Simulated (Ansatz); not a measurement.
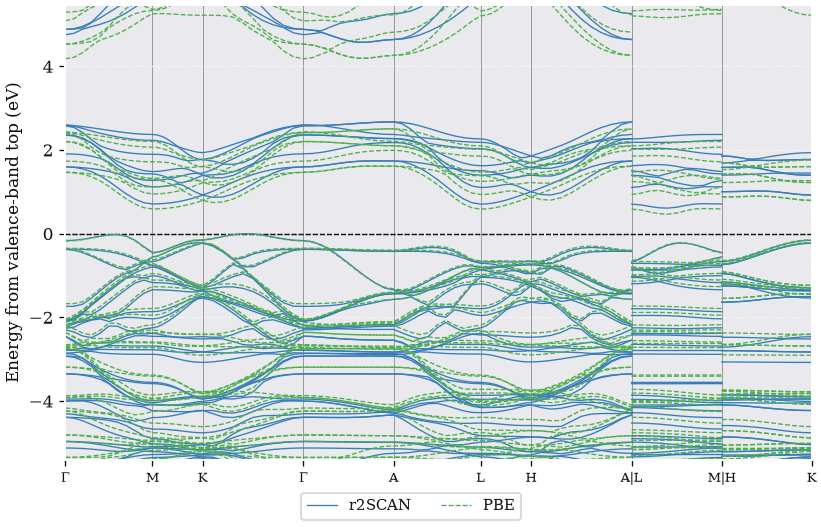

Band structures of PdPt$_{3}$Se$_{8}$, space group P-3m1 (No. 164), 12 atoms in the cell, by two methods on the same cell. Each is counted from its own valence-band top.

What changes from one method to the other?

r2SCAN gives a gap of 0.61 eV along the path and PBE gives a gap of 0.47 eV along the path. Over the top 3 filled bands the two differ by 0.02 eV on average.

Settings. r2SCAN: DFT r2SCAN, scalar-relativistic, plane waves, PAW, no spin polarisation, 6×6×6 k mesh, 500 eV cutoff (Ansatz). PBE: DFT PBE, scalar-relativistic, plane waves, PAW, no spin polarisation, 6×6×6 k mesh, 420 eV cutoff (Ansatz 0.2.0).

The structure is an invented one, so it need not be a known or stable phase. Spin-orbit coupling is left out, which matters for Pt.
